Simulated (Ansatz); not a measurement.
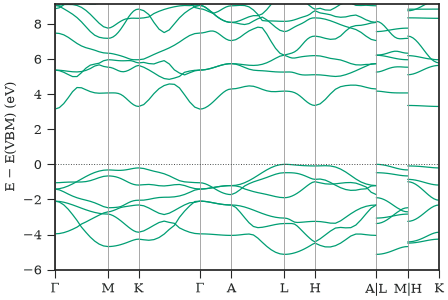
*Band structure from plane-wave PAW LDA (Ansatz code)*

Q: Read off the gap and where the band edges lie.

A: About 3.1 eV (3.15 eV by a search for the band edges); maximum at L, minimum at Γ.

The material is ScBeNO in space group P3m1 (No. 156; Sc on 1b, Be on 1c, O on 1b, N on 1c).

The start of the workflow was typed in or built on a structure type; neither database checked (COD, Materials Project) lists it. Whether it is the stable phase at ambient conditions was not checked. The LDA relaxation kept the symmetry of its start. At this level the phase is dynamically unstable (imaginary phonons). No spin polarisation was allowed. The volume moved by -25 % from the start of the relaxation.

Potentials: the earlier of the program's two PAW sets. The files were generated under PBE; for other functionals the program regenerates the frozen cores, and for LDA and PBEsol the local potential too.
